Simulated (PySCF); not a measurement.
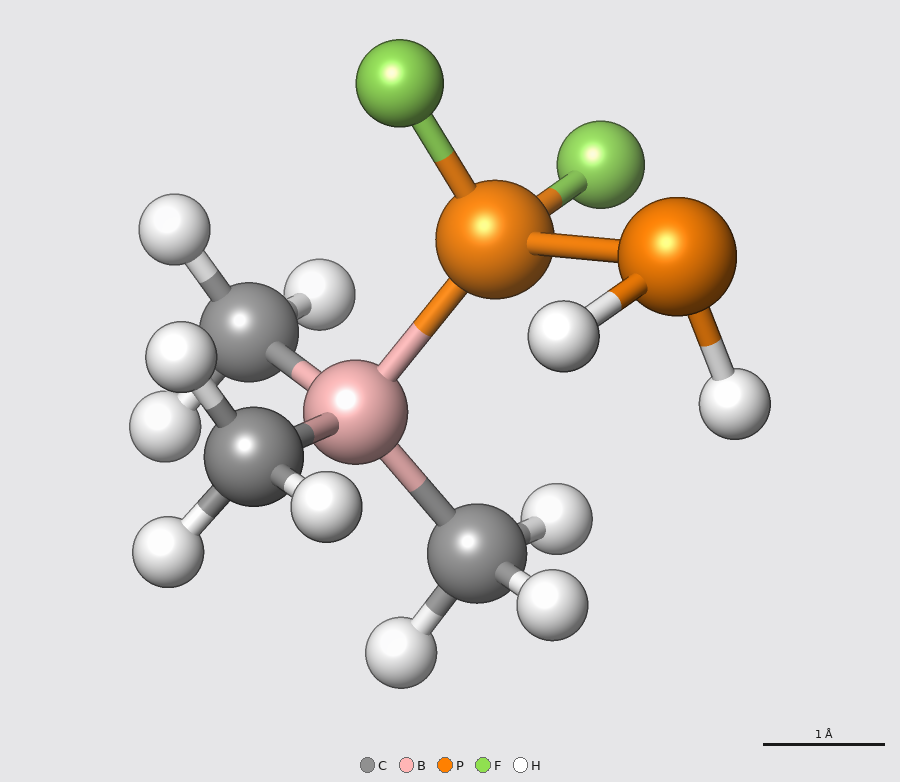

The picture shows a molecular structure as a ball-and-stick model.

Computed geometry: PBE0-D3(BJ)/def2-SVP optimisation. No frequency run is at hand to confirm it as a minimum.

**Which formula does it have?**

C₃H₁₁BF₂P₂, 19 atoms: 3 carbon, 11 hydrogen, 1 boron, 2 fluorine and 2 phosphorus.

**Give a SMILES string for it.**

C[B-](C)(C)[P+](F)(F)P

**Count the bonded pairs by element.**

9 C–H, 3 C–B, 2 F–P, 2 P–H, 1 B–P, 1 P–P.

**Does it have rings?**

It has no ring.

The parts below concern this one geometry. Atoms keep their numbers from picture to picture.

## Excitation

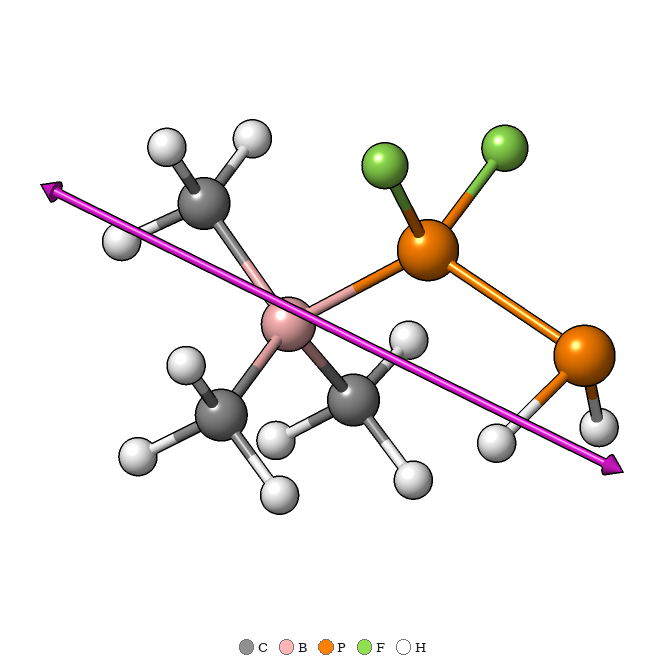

The double arrow shows the direction of the transition dipole to excited singlet state 2 (its length means nothing). No frequency run is at hand to confirm it as a minimum. Level of theory: TDDFT B3LYP/def2-SVPD, vertical, IEF-PCM chloroform (non-equilibrium linear response), core orbitals frozen in the response (PySCF 2.14.0).

**Give its energy, strength and character.**

5.99 eV (207 nm), oscillator strength 0.52, mainly HOMO → LUMO (weight 0.95); transition dipole 4.77 D.

## Core levels

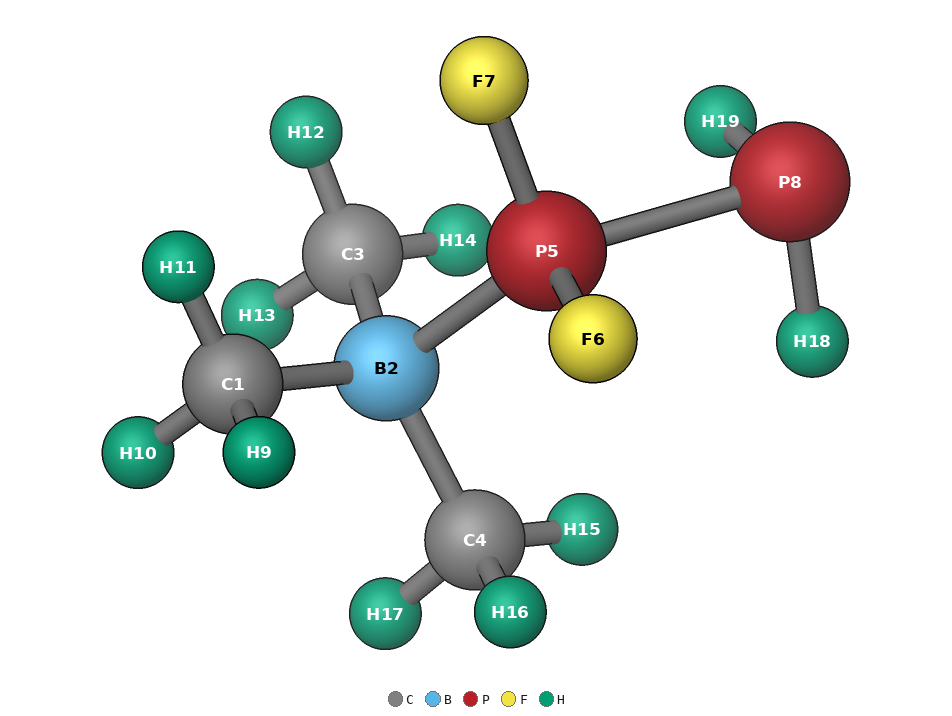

No frequency run is at hand to confirm it as a minimum. Properties computed with delta-SCF UKS SCAN, pcX-2 on the ionised atom, pcseg-1 elsewhere, spin-free X2C (PySCF 2.14.0).

Give the core-electron binding energies (to vacuum; p and d levels without spin–orbit splitting) of C1 1s, B2 1s, P5 1s, P5 2p, F6 1s, P8 1s, P8 2p.

| atom | level | binding energy (eV) |
| --- | --- | --- |
| C1 | 1s | 289.3 |
| B2 | 1s | 194.0 |
| P5 | 1s | 2153.9 |
| P5 | 2p | 140.1 |
| F6 | 1s | 693.4 |
| P8 | 1s | 2151.0 |
| P8 | 2p | 137.7 |

## Charges

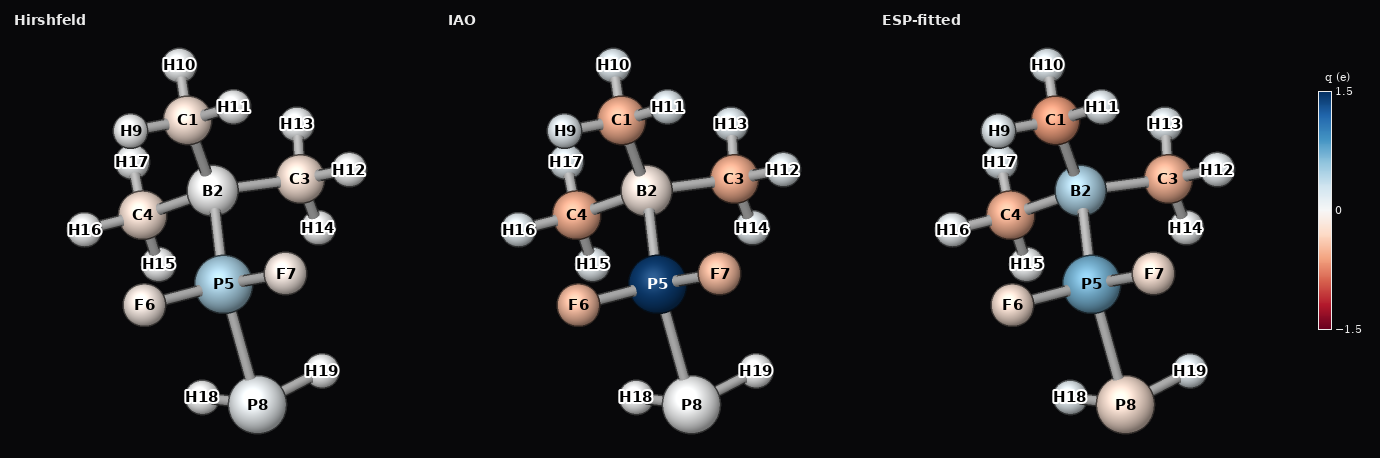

Atomic charges of one calculation by 3 schemes, on one colour scale. No frequency run is at hand to confirm it as a minimum. Method: PBE0/pcSseg-1 (PySCF 2.14.0).

**Which scheme gives the most polar picture (largest mean size of the charges)?**

The IAO charges are the largest in size here, and the Hirshfeld charges the smallest.

**On which atom do the schemes disagree most?**

On P5 (from 0.48 to 1.44 e).

List the charges (e), one line for each set of equivalent atoms. Atoms whose distances differ by more than 0.02 Å in this geometry are listed apart.

| atom | Hirshfeld | IAO | ESP-fitted |
| --- | --- | --- | --- |
| C1 | −0.20 | −0.53 | −0.61 |
| B2 | 0.00 | −0.13 | 0.47 |
| C3 | −0.20 | −0.54 | −0.51 |
| C4 | −0.20 | −0.54 | −0.53 |
| P5 | 0.48 | 1.44 | 0.70 |
| F6 | −0.12 | −0.46 | −0.20 |
| F7 | −0.12 | −0.46 | −0.20 |
| P8 | 0.08 | 0.01 | −0.22 |
| H9 | 0.02 | 0.13 | 0.11 |
| H10 | 0.04 | 0.14 | 0.13 |
| H11 | 0.02 | 0.13 | 0.11 |
| H12 | 0.02 | 0.13 | 0.08 |
| H13 | 0.04 | 0.15 | 0.13 |
| H14 | 0.02 | 0.12 | 0.04 |
| H15 | 0.02 | 0.12 | 0.04 |
| H16 | 0.02 | 0.13 | 0.08 |
| H17 | 0.04 | 0.15 | 0.13 |
| H18 | 0.01 | 0.02 | 0.14 |
| H19 | 0.01 | 0.02 | 0.14 |

## NMR shielding

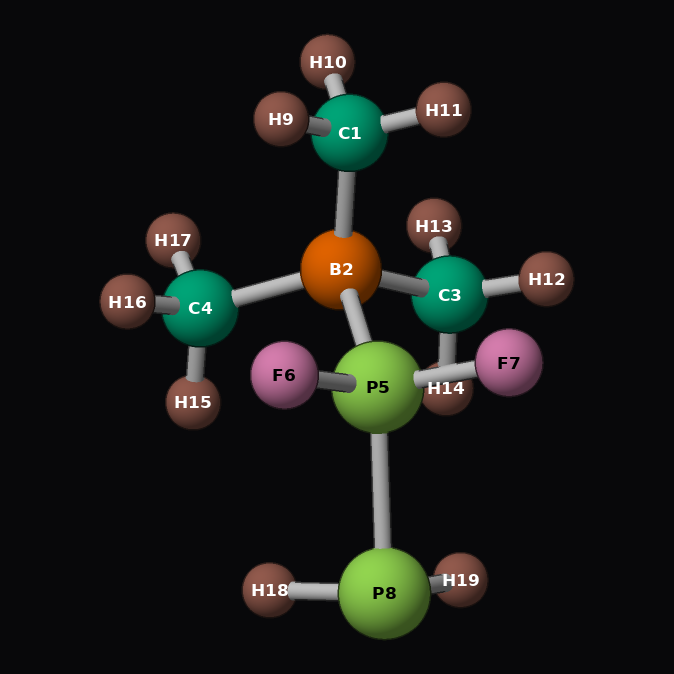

No frequency run is at hand to confirm it as a minimum. Properties computed with GIAO ωB97X-D/pcSseg-1 NMR shielding, non-relativistic, gas phase (PySCF 2.14.0). Principal shieldings σ11 ≤ σ22 ≤ σ33, span Ω = σ33 − σ11, skew κ = 3(σiso − σ22)/Ω.

Give the shielding tensors of the C atoms.

| atom | σ11 | σ22 | σ33 | σiso | Ω | κ |
| --- | --- | --- | --- | --- | --- | --- |
| C1 | 174.4 | 179.7 | 188.9 | 181.0 | 14.5 | 0.27 |
| C3 | 169.4 | 180.0 | 188.0 | 179.1 | 18.6 | −0.14 |
| C4 | 169.1 | 179.5 | 187.9 | 178.9 | 18.9 | −0.11 |

Shieldings and span in ppm.
